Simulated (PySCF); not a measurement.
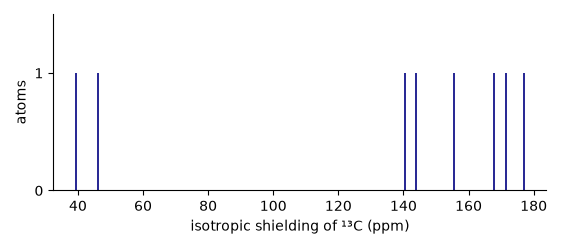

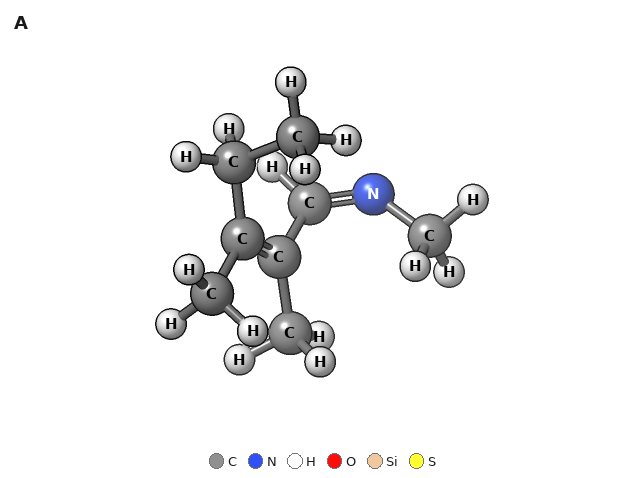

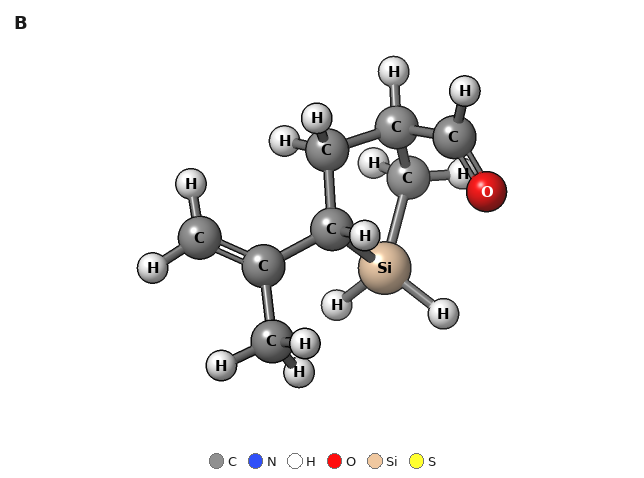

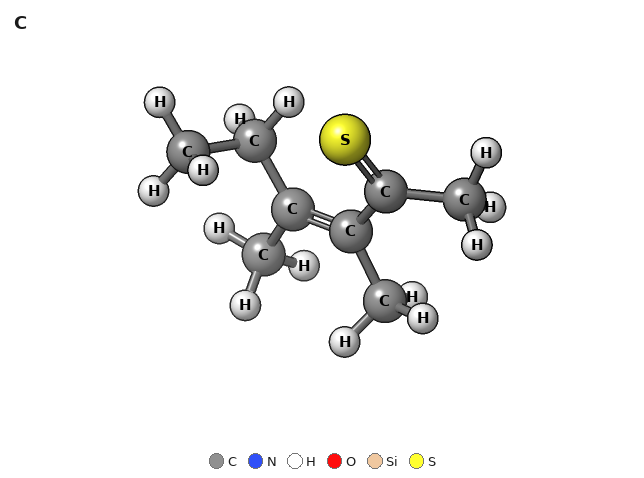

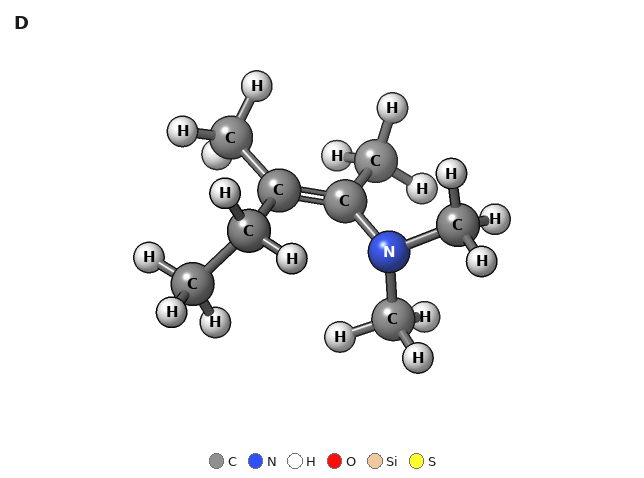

The sticks are computed shieldings of one of the molecules, for one fixed geometry (GFN2-xTB) without averaging over rotations. Low shielding means a high chemical shift. Method: GIAO PBE0/pcSseg-1 NMR shielding, non-relativistic, gas phase (PySCF 2.14.0).

Match the spectrum to a structure.

D, `CC/C(C)=C(/C)N(C)C`. Its 8 C atoms give lines at 39.3, 46.1, 140.5, 143.8, 155.6, 167.7, 171.4, 177.0 ppm.

The geometry is semi-empirical. Around Si such bond lengths and angles can be off by a tenth of an ångström or more and by several degrees, and values that hang on the shape move with them.
